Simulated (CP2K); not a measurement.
# GFN1-xTB run of ZrO2 (zirconia)

Aim: the vertical singlet–triplet gap of ZrO2 (zirconia) at GFN1-xTB, from 2 runs. 

The results are computed with CP2K 2026.2.

7 further runs of the same task are left out: 2 that didn't finish, 5 set aside as unsound or not needed.

**1. The system as given**

ZrO2 has 3 atoms, charge 0, and is taken as a singlet. SMILES: `[O]=[Zr]=[O]`. Geometry: relaxed at PBE0-D4/def2-TZVP.

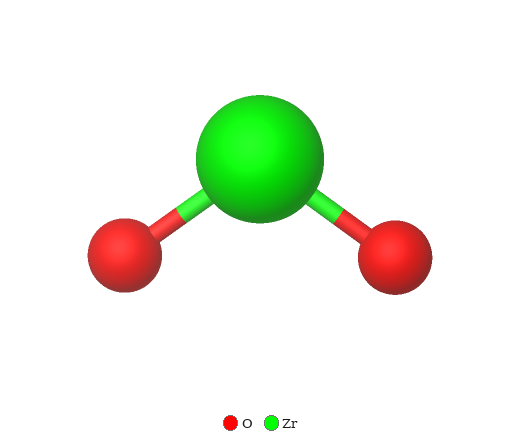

The structure, seen from a chosen angle (oxygen red, zirconium green).

**2. A single-point energy at GFN1-xTB**

Input file gas.inp:

```
&GLOBAL
  PROJECT gas
  RUN_TYPE ENERGY
  PRINT_LEVEL MEDIUM
&END GLOBAL

&FORCE_EVAL
  METHOD QUICKSTEP
  &DFT
    &QS
      METHOD XTB
      EPS_DEFAULT 1.0E-10
      &XTB
        GFN_TYPE 1
        CHECK_ATOMIC_CHARGES F
      &END XTB
    &END QS
    &POISSON
      PERIODIC NONE
      POISSON_SOLVER ANALYTIC
    &END POISSON
    &SCF
      SCF_GUESS ATOMIC
      EPS_SCF 1.0E-07
      MAX_SCF 40
      &OT
        MINIMIZER CG
        PRECONDITIONER FULL_ALL
      &END OT
      &OUTER_SCF
        EPS_SCF 1.0E-07
        MAX_SCF 10
      &END OUTER_SCF
    &END SCF
    &PRINT
      &MOMENTS
        PERIODIC F
        REFERENCE COM
        MAX_MOMENT 1
      &END MOMENTS
      &MO_CUBES
        NLUMO 3
        NHOMO -1
        WRITE_CUBE F
      &END MO_CUBES
      &HIRSHFELD OFF
      &END HIRSHFELD
    &END PRINT
  &END DFT
  &SUBSYS
    &CELL
      ABC 17.7 18 17.1
      PERIODIC NONE
    &END CELL
    &COORD
      UNIT bohr
      O      1.2368257     2.3668820     0.7339696
      Zr     0.6585696    -0.9102811     0.6648057
      O     -1.8953953    -1.4566009    -1.3985863
    &END COORD
    &TOPOLOGY
      &CENTER_COORDINATES
      &END CENTER_COORDINATES
    &END TOPOLOGY
  &END SUBSYS
&END FORCE_EVAL
```

On the command line:

```sh
OMP_NUM_THREADS=1 cp2k.psmp -i gas.inp > gas.out 2>&1
```

Output:

```text
CP2K| version string:                                       CP2K version 2026.2
[...]
 GLOBAL| Method name                                                        CP2K
[...]
 GLOBAL| Run type                                                         ENERGY
[...]
                             - Atoms:                                          3
[...]
                             - Spherical basis functions:                     17
[...]
 Number of electrons:                                                         16
[...]
     1 OT CG       0.15E+00    0.0     0.77704750        -9.5935746030 -9.59E+00
[...]
    25 OT CG       0.59E-01    0.0     0.00000009       -10.7630206690 -3.22E-13
  *** SCF run converged in    25 steps ***
[...]
 TB_DIPOLE| Moment [Debye]          3.24939092      -4.49135858       3.27985159
 TB_DIPOLE| Derivative [a.u.]       0.00000000       0.00000000       0.00000000
[...]
 ENERGY| Total FORCE_EVAL ( QS ) energy [hartree]            -10.763020669018664
[...]
```

Wall time 0.46 s (1 thread of Arm Neoverse V2, shared host).

**3. The triplet, same level**

Input file run.inp:

```
&GLOBAL
   PROJECT run
   RUN_TYPE ENERGY
   PRINT_LEVEL MEDIUM
&END GLOBAL
&FORCE_EVAL
   METHOD Quickstep
   &DFT
      MULTIPLICITY 3
      UKS T
      &QS
         METHOD XTB
         EPS_DEFAULT 1.0E-10
         &XTB
            GFN_TYPE 1
            CHECK_ATOMIC_CHARGES F
         &END XTB
      &END QS
      # isolated system
      &POISSON
         PERIODIC NONE
         POISSON_SOLVER ANALYTIC
      &END POISSON
      &SCF
         SCF_GUESS ATOMIC
         EPS_SCF 1.0E-07
         MAX_SCF 40
         &OT
            MINIMIZER CG
            PRECONDITIONER FULL_ALL
         &END OT
         &OUTER_SCF
            EPS_SCF 1.0E-07
            MAX_SCF 10
         &END OUTER_SCF
      &END SCF
      &PRINT
         &MOMENTS
            PERIODIC F
            REFERENCE COM
            MAX_MOMENT 1
         &END MOMENTS
         &MO_CUBES
            NLUMO 3
            NHOMO -1
            WRITE_CUBE F
         &END MO_CUBES
         &HIRSHFELD OFF
         &END HIRSHFELD
      &END PRINT
   &END DFT
   &SUBSYS
      # vacuum box
      &CELL
         ABC 17.7 18 17.1
         PERIODIC NONE
      &END CELL
      &COORD
         UNIT bohr
         O      1.2368257     2.3668820     0.7339696
         Zr     0.6585696    -0.9102811     0.6648057
         O     -1.8953953    -1.4566009    -1.3985863
      &END COORD
      &TOPOLOGY
         &CENTER_COORDINATES
         &END CENTER_COORDINATES
      &END TOPOLOGY
   &END SUBSYS
&END FORCE_EVAL
```

On the command line:

```sh
OMP_NUM_THREADS=1 cp2k.psmp run.inp > run.out
```

Output:

```text
CP2K| version string:                                       CP2K version 2026.2
[...]
 GLOBAL| Method name                                                        CP2K
[...]
 GLOBAL| Run type                                                         ENERGY
[...]
                             - Atoms:                                          3
[...]
                             - Spherical basis functions:                     17
[...]
 Number of electrons:                                                          9
[...]
     1 OT CG       0.15E+00    0.0     0.21337736       -10.1719550665 -1.02E+01
[...]
    11 OT CG       0.14E+00    0.0     0.00000008       -10.6274375405 -2.74E-13
  *** SCF run converged in    11 steps ***
[...]
 TB_DIPOLE| Moment [Debye]          2.77068935      -3.82965100       2.79665763
 TB_DIPOLE| Derivative [a.u.]       0.00000000       0.00000000       0.00000000
[...]
 ENERGY| Total FORCE_EVAL ( QS ) energy [hartree]            -10.627437540462305
[...]
```

Run time: 1 s. Hardware: 1 thread of Arm Neoverse V2, shared host.

**4. Results**

Level: GFN1-xTB.

```
                                          quantity         value
                             singlet: total energy  -10.76302 Eh
singlet: dipole moment (from atomic charges alone)        6.44 D
                              singlet: HOMO energy     -11.83 eV
                        singlet: dispersion energy  -1.35 kJ/mol
                             triplet: total energy  -10.62744 Eh
triplet: dipole moment (from atomic charges alone)        5.49 D
       triplet: HOMO energy (highest over α and β)      -8.18 eV
                        triplet: dispersion energy  -1.35 kJ/mol
  vertical energy of the triplet above the singlet      3.689 eV
```

**Reading.** The method runs without spin polarisation, so open shells lack the exchange term that lowers high spin: such gaps come out too high and can have the wrong sign. At this shape the triplet lies 3.69 eV (356 kJ/mol) above the singlet. The dipole (singlet) comes from point charges on the atoms alone, without atomic dipoles, so it is partial. The dipole (triplet) comes from point charges on the atoms alone, without atomic dipoles, so it is partial.
